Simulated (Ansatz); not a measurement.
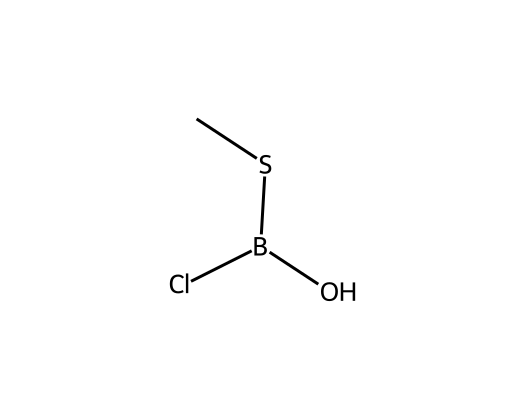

The picture comes from a calculation with Ansatz.

Skeletal drawing of a molecule.

> Write the SMILES.

CSB(O)Cl

> What is the molecular formula?

CH4BClOS.

> An optimisation with PBE0-D4/def2-TZVP gave a structure of which point group?

Cs. Other conformers may differ.
